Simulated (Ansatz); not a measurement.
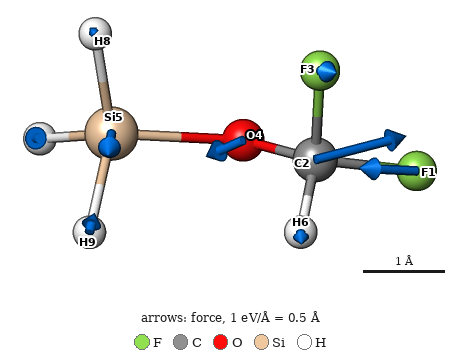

Starting geometry of CH₄F₂OSi (coarse preliminary run) with the computed forces as blue arrows. Style: ball-and-stick. Shown at a tilt.

The start comes from a force field.

Level of theory: RKS PBE-D4/def2-SVP in Ansatz 0.2.0. Set-up: force threshold 0.03 eV/Å; at most 200 steps.

> What follows when this structure is relaxed?

It isn't relaxed: the largest force vector, on the C atom, is 2.61 eV/Å. The final displacements have little in common with the starting forces (cosine between the two patterns 0.17). After 20 accepted moves (24 points after the start) the energy has fallen by 28.1 kJ/mol. Largest force component: 1.9 eV/Å at the start, 0.013 eV/Å at the end. The line search rejected the trial steps at points 7, 15, 21, 23 of the run. The largest move after the best rigid fit is that of an F atom, 1.26 Å. By element the largest moves are F 1.26 Å, H 1.18 Å, O 0.79 Å, C 0.16 Å, Si 0.06 Å. Some distances before and after: C–F 1.423 → 1.365 Å, H–Si 1.547 → 1.499 Å, H–Si 1.454 → 1.495 Å, C–O 1.335 → 1.354 Å. Bond angles that change, for instance: O–Si–H 111.4° → 103.9°, C–O–Si 116.9° → 123.7°, O–C–H 116.1° → 110.6°. Groups turn about C–O by about 110°, O–Si by about 35°.
